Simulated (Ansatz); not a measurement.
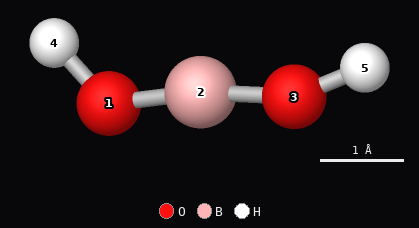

Figure 1. The input geometry (ball-and-stick view, seen at a tilt; atoms are numbered from 1 in the order of the input).

## BH2O2 (charge +1): molecular dynamics (part 1 of 4)

The run: molecular dynamics of BH2O2, charge +1, SMILES OB=[OH+]. Method and program: RKS PBE/def2-SVP (Ansatz 0.2.0).

It belongs to a series of runs on one base structure; here: dynamics from the last frame of an earlier run. Figures and captions count atoms from 1; the log counts them from 0 in places.

The program's output
```
Engine: ansatz 0.2.0, aarch64-unknown-linux-gnu
Functional definition: PBE
  parameter kappa = 0.804
  parameter beta = 0.06672455060314922
  exchange = pbe_x(kappa = kappa, mu = beta*pi^2/3)
  correlation = pbe_c(beta = beta)
556 factors; their error is unknown
mean field evaluation 1: about -4767.7390 eV, gradient 1.1e2 eV
mean field evaluation 2: about -4717.5112 eV, gradient 1.9e2 eV
mean field evaluation 4: about -4787.6609 eV, gradient 9.3e0 eV
mean field evaluation 8: about -4787.8133 eV, gradient 9.8e-2 eV
mean field -4787.81335592 eV, -175.9488955335 hartree, gradient 6.2e-5 eV, S^2 0.000000; 0 other end points of the search recorded, 0 dependent functions left out
the calculation of the forces begins
reference -4787.81338113 eV, -175.9488964601 hartree; 11, 11 occupied and 41, 41 virtual orbitals, 556 factors
md step     0: t =     0.00 fs  T =   400.0 K  F+E_penalty+E_count = -4787.81335592 eV  E_kin = 0.155112 eV  conserved = -4787.65824392 eV  (22 SCF iters)
these checks for a lower state are left out or cut short: starts, cluster_reference, orbital_swaps, neighbouring_geometries, increment
556 factors; their error is unknown
mean field evaluation 16: about -4787.7988 eV, gradient 2.9e-3 eV
mean field -4787.78310653 eV, -175.9477838889 hartree, gradient 6.4e-5 eV, S^2 0.000000; 0 other end points of the search recorded, 0 dependent functions left out
the calculation of the forces begins
reference -4787.78313184 eV, -175.9477848191 hartree; 11, 11 occupied and 41, 41 virtual orbitals, 556 factors
md step     1: t =     0.50 fs  T =   323.9 K  F+E_penalty+E_count = -4787.78310653 eV  E_kin = 0.125605 eV  conserved = -4787.65750147 eV  (23 SCF iters)
[... from here on the SCF iterations and repeated set-up lines of each step are left out, up to the last step ...]
md step     2: t =     1.00 fs  T =   256.1 K  F+E_penalty+E_count = -4787.75627215 eV  E_kin = 0.099305 eV  conserved = -4787.65696725 eV  (23 SCF iters)
md step     3: t =     1.50 fs  T =   217.4 K  F+E_penalty+E_count = -4787.74112011 eV  E_kin = 0.084297 eV  conserved = -4787.65682392 eV  (24 SCF iters)
md step     4: t =     2.00 fs  T =   214.1 K  F+E_penalty+E_count = -4787.74002574 eV  E_kin = 0.083018 eV  conserved = -4787.65700883 eV  (24 SCF iters)
md step     5: t =     2.50 fs  T =   239.5 K  F+E_penalty+E_count = -4787.75022944 eV  E_kin = 0.092888 eV  conserved = -4787.65734264 eV  (24 SCF iters)
md step     6: t =     3.00 fs  T =   280.5 K  F+E_penalty+E_count = -4787.76646819 eV  E_kin = 0.108785 eV  conserved = -4787.65768591 eV  (24 SCF iters)
md step     7: t =     3.50 fs  T =   322.9 K  F+E_penalty+E_count = -4787.78320573 eV  E_kin = 0.125228 eV  conserved = -4787.65798147 eV  (23 SCF iters)
md step     8: t =     4.00 fs  T =   354.7 K  F+E_penalty+E_count = -4787.79572918 eV  E_kin = 0.137540 eV  conserved = -4787.65819495 eV  (24 SCF iters)
md step     9: t =     4.50 fs  T =   367.7 K  F+E_penalty+E_count = -4787.80085367 eV  E_kin = 0.142605 eV  conserved = -4787.65825599 eV  (24 SCF iters)
md step    10: t =     5.00 fs  T =   360.9 K  F+E_penalty+E_count = -4787.79801324 eV  E_kin = 0.139942 eV  conserved = -4787.65808125 eV  (24 SCF iters)
md step    11: t =     5.50 fs  T =   342.1 K  F+E_penalty+E_count = -4787.79033617 eV  E_kin = 0.132658 eV  conserved = -4787.65769030 eV  (23 SCF iters)
md step    12: t =     6.00 fs  T =   326.9 K  F+E_penalty+E_count = -4787.78406502 eV  E_kin = 0.126776 eV  conserved = -4787.65730307 eV  (23 SCF iters)
md step    13: t =     6.50 fs  T =   329.7 K  F+E_penalty+E_count = -4787.78509286 eV  E_kin = 0.127862 eV  conserved = -4787.65724712 eV  (23 SCF iters)
md step    14: t =     7.00 fs  T =   352.1 K  F+E_penalty+E_count = -4787.79417177 eV  E_kin = 0.136529 eV  conserved = -4787.65766089 eV  (23 SCF iters)
md step    15: t =     7.50 fs  T =   378.5 K  F+E_penalty+E_count = -4787.80503397 eV  E_kin = 0.146756 eV  conserved = -4787.65829876 eV  (23 SCF iters)
md step    16: t =     8.00 fs  T =   385.3 K  F+E_penalty+E_count = -4787.80809653 eV  E_kin = 0.149420 eV  conserved = -4787.65869971 eV  (23 SCF iters)
md step    17: t =     8.50 fs  T =   357.8 K  F+E_penalty+E_count = -4787.79729096 eV  E_kin = 0.138757 eV  conserved = -4787.65856055 eV  (24 SCF iters)
md step    18: t =     9.00 fs  T =   300.9 K  F+E_penalty+E_count = -4787.77460828 eV  E_kin = 0.116680 eV  conserved = -4787.65795691 eV  (23 SCF iters)
md step    19: t =     9.50 fs  T =   236.8 K  F+E_penalty+E_count = -4787.74905160 eV  E_kin = 0.091822 eV  conserved = -4787.65726013 eV  (24 SCF iters)
md step    20: t =    10.00 fs  T =   191.7 K  F+E_penalty+E_count = -4787.73114499 eV  E_kin = 0.074326 eV  conserved = -4787.65685157 eV  (24 SCF iters)
md step    21: t =    10.50 fs  T =   181.5 K  F+E_penalty+E_count = -4787.72720768 eV  E_kin = 0.070378 eV  conserved = -4787.65686438 eV  (24 SCF iters)
md step    22: t =    11.00 fs  T =   206.5 K  F+E_penalty+E_count = -4787.73720118 eV  E_kin = 0.080074 eV  conserved = -4787.65716378 eV  (24 SCF iters)
md step    23: t =    11.50 fs  T =   255.4 K  F+E_penalty+E_count = -4787.75654670 eV  E_kin = 0.099050 eV  conserved = -4787.65753663 eV  (24 SCF iters)
md step    24: t =    12.00 fs  T =   313.2 K  F+E_penalty+E_count = -4787.77927641 eV  E_kin = 0.121456 eV  conserved = -4787.65786334 eV  (24 SCF iters)
md step    25: t =    12.50 fs  T =   365.9 K  F+E_penalty+E_count = -4787.79999088 eV  E_kin = 0.141908 eV  conserved = -4787.65813103 eV  (23 SCF iters)
md step    26: t =    13.00 fs  T =   402.3 K  F+E_penalty+E_count = -4787.81429303 eV  E_kin = 0.156005 eV  conserved = -4787.65834144 eV  (23 SCF iters)
md step    27: t =    13.50 fs  T =   414.1 K  F+E_penalty+E_count = -4787.81894249 eV  E_kin = 0.160569 eV  conserved = -4787.65843240 eV  (24 SCF iters)
md step    28: t =    14.00 fs  T =   398.7 K  F+E_penalty+E_count = -4787.81282455 eV  E_kin = 0.154595 eV  conserved = -4787.65829417 eV  (24 SCF iters)
md step    29: t =    14.50 fs  T =   362.7 K  F+E_penalty+E_count = -4787.79845699 eV  E_kin = 0.140636 eV  conserved = -4787.65789066 eV  (24 SCF iters)
md step    30: t =    15.00 fs  T =   322.2 K  F+E_penalty+E_count = -4787.78225831 eV  E_kin = 0.124937 eV  conserved = -4787.65739587 eV  (24 SCF iters)
md step    31: t =    15.50 fs  T =   295.7 K  F+E_penalty+E_count = -4787.77174587 eV  E_kin = 0.114670 eV  conserved = -4787.65715392 eV  (24 SCF iters)
md step    32: t =    16.00 fs  T =   291.9 K  F+E_penalty+E_count = -4787.77047619 eV  E_kin = 0.113174 eV  conserved = -4787.65738503 eV  (24 SCF iters)
md step    33: t =    16.50 fs  T =   302.1 K  F+E_penalty+E_count = -4787.77497942 eV  E_kin = 0.117148 eV  conserved = -4787.65791846 eV  (24 SCF iters)
md step    34: t =    17.00 fs  T =   307.1 K  F+E_penalty+E_count = -4787.77732759 eV  E_kin = 0.119106 eV  conserved = -4787.65831408 eV  (24 SCF iters)
md step    35: t =    17.50 fs  T =   292.4 K  F+E_penalty+E_count = -4787.77156094 eV  E_kin = 0.113397 eV  conserved = -4787.65826139 eV  (23 SCF iters)
md step    36: t =    18.00 fs  T =   259.4 K  F+E_penalty+E_count = -4787.75830390 eV  E_kin = 0.100585 eV  conserved = -4787.65782074 eV  (23 SCF iters)
md step    37: t =    18.50 fs  T =   223.8 K  F+E_penalty+E_count = -4787.74399789 eV  E_kin = 0.086786 eV  conserved = -4787.65731811 eV  (24 SCF iters)
md step    38: t =    19.00 fs  T =   204.3 K  F+E_penalty+E_count = -4787.73615872 eV  E_kin = 0.079212 eV  conserved = -4787.65705641 eV  (23 SCF iters)
md step    39: t =    19.50 fs  T =   211.0 K  F+E_penalty+E_count = -4787.73882514 eV  E_kin = 0.081823 eV  conserved = -4787.65711616 eV  (24 SCF iters)
md step    40: t =    20.00 fs  T =   242.2 K  F+E_penalty+E_count = -4787.75117431 eV  E_kin = 0.093910 eV  conserved = -4787.65738287 eV  (24 SCF iters)
md step    41: t =    20.50 fs  T =   287.5 K  F+E_penalty+E_count = -4787.76907651 eV  E_kin = 0.111499 eV  conserved = -4787.65770244 eV  (24 SCF iters)
md step    42: t =    21.00 fs  T =   334.0 K  F+E_penalty+E_count = -4787.78739698 eV  E_kin = 0.129536 eV  conserved = -4787.65799243 eV  (24 SCF iters)
md step    43: t =    21.50 fs  T =   369.5 K  F+E_penalty+E_count = -4787.80138417 eV  E_kin = 0.143290 eV  conserved = -4787.65823385 eV  (23 SCF iters)
md step    44: t =    22.00 fs  T =   384.0 K  F+E_penalty+E_count = -4787.80715846 eV  E_kin = 0.148906 eV  conserved = -4787.65840012 eV  (23 SCF iters)
md step    45: t =    22.50 fs  T =   371.4 K  F+E_penalty+E_count = -4787.80227077 eV  E_kin = 0.144019 eV  conserved = -4787.65840808 eV  (24 SCF iters)
md step    46: t =    23.00 fs  T =   332.6 K  F+E_penalty+E_count = -4787.78697284 eV  E_kin = 0.128981 eV  conserved = -4787.65815669 eV  (24 SCF iters)
md step    47: t =    23.50 fs  T =   278.8 K  F+E_penalty+E_count = -4787.76557913 eV  E_kin = 0.108098 eV  conserved = -4787.65765320 eV  (24 SCF iters)
md step    48: t =    24.00 fs  T =   229.8 K  F+E_penalty+E_count = -4787.74607584 eV  E_kin = 0.089127 eV  conserved = -4787.65712655 eV  (23 SCF iters)
md step    49: t =    24.50 fs  T =   205.7 K  F+E_penalty+E_count = -4787.73652330 eV  E_kin = 0.079772 eV  conserved = -4787.65693487 eV  (24 SCF iters)
md step    50: t =    25.00 fs  T =   213.4 K  F+E_penalty+E_count = -4787.73980072 eV  E_kin = 0.082743 eV  conserved = -4787.65724658 eV  (24 SCF iters)
md step    51: t =    25.50 fs  T =   241.5 K  F+E_penalty+E_count = -4787.75126740 eV  E_kin = 0.093639 eV  conserved = -4787.65782365 eV  (23 SCF iters)
md step    52: t =    26.00 fs  T =   268.9 K  F+E_penalty+E_count = -4787.76228095 eV  E_kin = 0.104268 eV  conserved = -4787.65821522 eV  (24 SCF iters)
md step    53: t =    26.50 fs  T =   280.7 K  F+E_penalty+E_count = -4787.76679149 eV  E_kin = 0.108837 eV  conserved = -4787.65816394 eV  (24 SCF iters)
md step    54: t =    27.00 fs  T =   277.6 K  F+E_penalty+E_count = -4787.76522101 eV  E_kin = 0.107650 eV  conserved = -4787.65778935 eV  (24 SCF iters)
md step    55: t =    27.50 fs  T =   272.5 K  F+E_penalty+E_count = -4787.76287622 eV  E_kin = 0.105683 eV  conserved = -4787.65741984 eV  (24 SCF iters)
md step    56: t =    28.00 fs  T =   278.9 K  F+E_penalty+E_count = -4787.76519771 eV  E_kin = 0.108138 eV  conserved = -4787.65729393 eV  (24 SCF iters)
md step    57: t =    28.50 fs  T =   301.7 K  F+E_penalty+E_count = -4787.77415094 eV  E_kin = 0.116978 eV  conserved = -4787.65741607 eV  (24 SCF iters)
md step    58: t =    29.00 fs  T =   336.7 K  F+E_penalty+E_count = -4787.78796309 eV  E_kin = 0.130571 eV  conserved = -4787.65764593 eV  (23 SCF iters)
md step    59: t =    29.50 fs  T =   375.1 K  F+E_penalty+E_count = -4787.80306727 eV  E_kin = 0.145466 eV  conserved = -4787.65786679 eV  (23 SCF iters)
md step    60: t =    30.00 fs  T =   407.7 K  F+E_penalty+E_count = -4787.81587391 eV  E_kin = 0.158096 eV  conserved = -4787.65805593 eV  (24 SCF iters)
md step    61: t =    30.50 fs  T =   426.3 K  F+E_penalty+E_count = -4787.82327182 eV  E_kin = 0.165329 eV  conserved = -4787.65823406 eV  (22 SCF iters)
md step    62: t =    31.00 fs  T =   424.1 K  F+E_penalty+E_count = -4787.82251484 eV  E_kin = 0.164445 eV  conserved = -4787.65837475 eV  (23 SCF iters)
md step    63: t =    31.50 fs  T =   396.4 K  F+E_penalty+E_count = -4787.81177147 eV  E_kin = 0.153729 eV  conserved = -4787.65835967 eV  (24 SCF iters)
md step    64: t =    32.00 fs  T =   346.0 K  F+E_penalty+E_count = -4787.79190253 eV  E_kin = 0.134186 eV  conserved = -4787.65804638 eV  (24 SCF iters)
md step    65: t =    32.50 fs  T =   287.0 K  F+E_penalty+E_count = -4787.76838443 eV  E_kin = 0.111279 eV  conserved = -4787.65744469 eV  (24 SCF iters)
md step    66: t =    33.00 fs  T =   243.1 K  F+E_penalty+E_count = -4787.75079705 eV  E_kin = 0.094287 eV  conserved = -4787.65685831 eV  (23 SCF iters)
md step    67: t =    33.50 fs  T =   236.5 K  F+E_penalty+E_count = -4787.74808703 eV  E_kin = 0.091711 eV  conserved = -4787.65673291 eV  (23 SCF iters)
md step    68: t =    34.00 fs  T =   271.3 K  F+E_penalty+E_count = -4787.76207743 eV  E_kin = 0.105219 eV  conserved = -4787.65722386 eV  (23 SCF iters)
md step    69: t =    34.50 fs  T =   329.4 K  F+E_penalty+E_count = -4787.78533434 eV  E_kin = 0.127730 eV  conserved = -4787.65797959 eV  (22 SCF iters)
md step    70: t =    35.00 fs  T =   382.3 K  F+E_penalty+E_count = -4787.80631898 eV  E_kin = 0.148246 eV  conserved = -4787.65846162 eV  (23 SCF iters)
md step    71: t =    35.50 fs  T =   410.8 K  F+E_penalty+E_count = -4787.81731396 eV  E_kin = 0.159294 eV  conserved = -4787.65842223 eV  (23 SCF iters)
md step    72: t =    36.00 fs  T =   414.4 K  F+E_penalty+E_count = -4787.81829533 eV  E_kin = 0.160682 eV  conserved = -4787.65803026 eV  (24 SCF iters)
md step    73: t =    36.50 fs  T =   406.2 K  F+E_penalty+E_count = -4787.81470219 eV  E_kin = 0.157500 eV  conserved = -4787.65763419 eV  (24 SCF iters)
md step    74: t =    37.00 fs  T =   400.6 K  F+E_penalty+E_count = -4787.81235281 eV  E_kin = 0.155330 eV  conserved = -4787.65746902 eV  (24 SCF iters)
md step    75: t =    37.50 fs  T =   404.2 K  F+E_penalty+E_count = -4787.81382503 eV  E_kin = 0.156742 eV  conserved = -4787.65754319 eV  (24 SCF iters)
md step    76: t =    38.00 fs  T =   414.8 K  F+E_penalty+E_count = -4787.81810378 eV  E_kin = 0.160849 eV  conserved = -4787.65772994 eV  (24 SCF iters)
md step    77: t =    38.50 fs  T =   425.2 K  F+E_penalty+E_count = -4787.82232118 eV  E_kin = 0.164895 eV  conserved = -4787.65791634 eV  (23 SCF iters)
md step    78: t =    39.00 fs  T =   427.9 K  F+E_penalty+E_count = -4787.82348288 eV  E_kin = 0.165925 eV  conserved = -4787.65806282 eV  (23 SCF iters)
md step    79: t =    39.50 fs  T =   416.7 K  F+E_penalty+E_count = -4787.81922340 eV  E_kin = 0.161580 eV  conserved = -4787.65816327 eV  (23 SCF iters)
md step    80: t =    40.00 fs  T =   388.0 K  F+E_penalty+E_count = -4787.80809203 eV  E_kin = 0.150453 eV  conserved = -4787.65817290 eV  (23 SCF iters)
md step    81: t =    40.50 fs  T =   342.7 K  F+E_penalty+E_count = -4787.79032723 eV  E_kin = 0.132878 eV  conserved = -4787.65799533 eV  (23 SCF iters)
md step    82: t =    41.00 fs  T =   289.4 K  F+E_penalty+E_count = -4787.76924682 eV  E_kin = 0.112236 eV  conserved = -4787.65756863 eV  (23 SCF iters)
md step    83: t =    41.50 fs  T =   246.1 K  F+E_penalty+E_count = -4787.75190102 eV  E_kin = 0.095449 eV  conserved = -4787.65701919 eV  (23 SCF iters)
md step    84: t =    42.00 fs  T =   234.0 K  F+E_penalty+E_count = -4787.74686688 eV  E_kin = 0.090746 eV  conserved = -4787.65669672 eV  (23 SCF iters)
md step    85: t =    42.50 fs  T =   264.6 K  F+E_penalty+E_count = -4787.75895365 eV  E_kin = 0.102614 eV  conserved = -4787.65692533 eV  (24 SCF iters)
md step    86: t =    43.00 fs  T =   328.8 K  F+E_penalty+E_count = -4787.78455053 eV  E_kin = 0.127496 eV  conserved = -4787.65765146 eV  (23 SCF iters)
md step    87: t =    43.50 fs  T =   399.0 K  F+E_penalty+E_count = -4787.81252510 eV  E_kin = 0.154707 eV  conserved = -4787.65842937 eV  (23 SCF iters)
md step    88: t =    44.00 fs  T =   445.2 K  F+E_penalty+E_count = -4787.83080917 eV  E_kin = 0.172637 eV  conserved = -4787.65879945 eV  (23 SCF iters)
md step    89: t =    44.50 fs  T =   452.1 K  F+E_penalty+E_count = -4787.83329353 eV  E_kin = 0.175304 eV  conserved = -4787.65863443 eV  (22 SCF iters)
md step    90: t =    45.00 fs  T =   424.1 K  F+E_penalty+E_count = -4787.82195452 eV  E_kin = 0.164468 eV  conserved = -4787.65814772 eV  (24 SCF iters)
md step    91: t =    45.50 fs  T =   378.8 K  F+E_penalty+E_count = -4787.80386730 eV  E_kin = 0.146882 eV  conserved = -4787.65766228 eV  (24 SCF iters)
md step    92: t =    46.00 fs  T =   334.5 K  F+E_penalty+E_count = -4787.78638872 eV  E_kin = 0.129695 eV  conserved = -4787.65738451 eV  (23 SCF iters)
md step    93: t =    46.50 fs  T =   302.4 K  F+E_penalty+E_count = -4787.77390284 eV  E_kin = 0.117270 eV  conserved = -4787.65733539 eV  (23 SCF iters)
md step    94: t =    47.00 fs  T =   285.1 K  F+E_penalty+E_count = -4787.76727226 eV  E_kin = 0.110551 eV  conserved = -4787.65743552 eV  (23 SCF iters)
md step    95: t =    47.50 fs  T =   278.6 K  F+E_penalty+E_count = -4787.76490763 eV  E_kin = 0.108020 eV  conserved = -4787.65761295 eV  (22 SCF iters)
md step    96: t =    48.00 fs  T =   275.4 K  F+E_penalty+E_count = -4787.76390559 eV  E_kin = 0.106809 eV  conserved = -4787.65783356 eV  (23 SCF iters)
md step    97: t =    48.50 fs  T =   266.8 K  F+E_penalty+E_count = -4787.76076007 eV  E_kin = 0.103458 eV  conserved = -4787.65805023 eV  (23 SCF iters)
md step    98: t =    49.00 fs  T =   244.7 K  F+E_penalty+E_count = -4787.75229182 eV  E_kin = 0.094903 eV  conserved = -4787.65814698 eV  (23 SCF iters)
md step    99: t =    49.50 fs  T =   207.1 K  F+E_penalty+E_count = -4787.73750066 eV  E_kin = 0.080303 eV  conserved = -4787.65796612 eV  (23 SCF iters)
md step   100: t =    50.00 fs  T =   162.8 K  F+E_penalty+E_count = -4787.71980176 eV  E_kin = 0.063117 eV  conserved = -4787.65746109 eV  (24 SCF iters)
md step   101: t =    50.50 fs  T =   132.2 K  F+E_penalty+E_count = -4787.70736413 eV  E_kin = 0.051274 eV  conserved = -4787.65687299 eV  (24 SCF iters)
md step   102: t =    51.00 fs  T =   137.5 K  F+E_penalty+E_count = -4787.70920867 eV  E_kin = 0.053331 eV  conserved = -4787.65666635 eV  (23 SCF iters)
```
